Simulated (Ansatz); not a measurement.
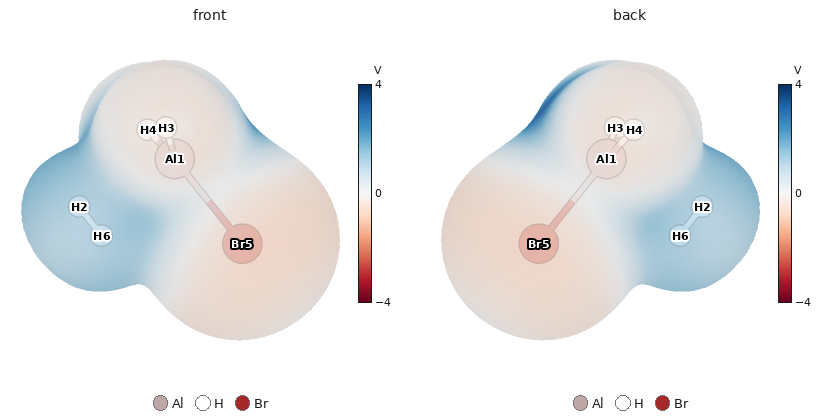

*AlBrH$_{2}$···H$_{2}$. The electrostatic potential painted on the density surface at 0.002 e/bohr³, seen from the front and from behind; the colour scale runs from red (negative) to blue (positive).*

Computed with RKS PBE0/def2-SVP in Ansatz 0.2.0.

```yaml
atoms:
  - { symbol: Al, position_ang: [0.0257, -0.6201, -0.1739] }
  - { symbol: H, position_ang: [0.0044, 0.2689, 1.8986] }
  - { symbol: H, position_ang: [1.4044, 0.1151, -0.4125] }
  - { symbol: H, position_ang: [-1.3899, 0.0429, -0.4080] }
  - { symbol: Br, position_ang: [0.0842, -2.8549, 0.2461] }
  - { symbol: H, position_ang: [0.0268, -0.4836, 2.0544] }
```

Which sites attract a positive test charge, and which a negative one?

A positive charge is drawn to the negative regions and a negative charge to the positive ones. The most negative region (about −0.6 V) lies over Br5, the most positive (about +3.1 V) over Al1.
